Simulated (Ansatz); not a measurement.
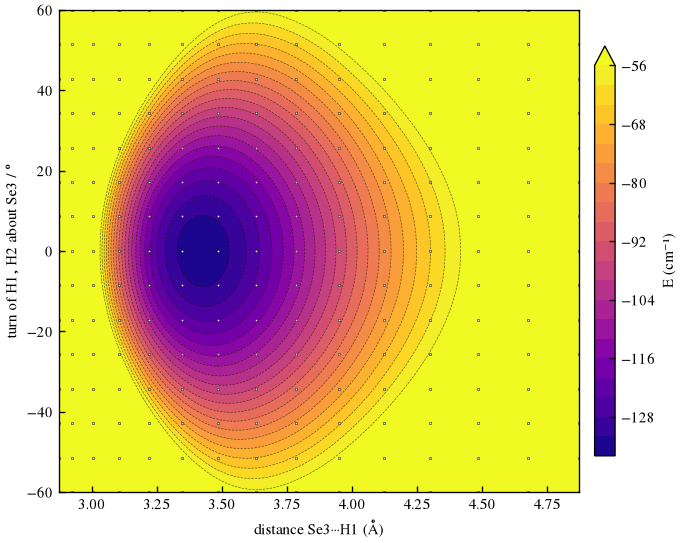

The pair H₂···H₂Se. The turn is about an axis along (−0.30, 0.94, −0.13) in the frame of the relaxed pair, normal to the line between the partners. First axis: distance Se3···H1. Second axis: turn of H1, H2 about Se3. The grid has 15 × 15 points. Points are written as (first, second). Energies: cm⁻¹, counted from the two partners far apart, frozen as in the relaxed pair, each in its own basis (no counterpoise correction). The calculation used Ansatz, RKS B3LYP-D4/def2-TZVPD.

The picture shows filled contours, dots at the grid points, one colour for all values above the top of the scale. Between grid points the surface is interpolated.

**Estimate the position of the minimum and the force constants in these coordinates.**

The interpolated minimum is at distance Se3···H1 ≈ 3.422 Å, turn of H1, H2 about Se3 ≈ 0.0°. The curvatures there are about 0.074 eV/Å² and 0.03 eV/rad², with a cross term of about 0 eV/(Å·rad). Round the minimum the two coordinates are nearly uncoupled. (1 eV is 8066 cm⁻¹.)
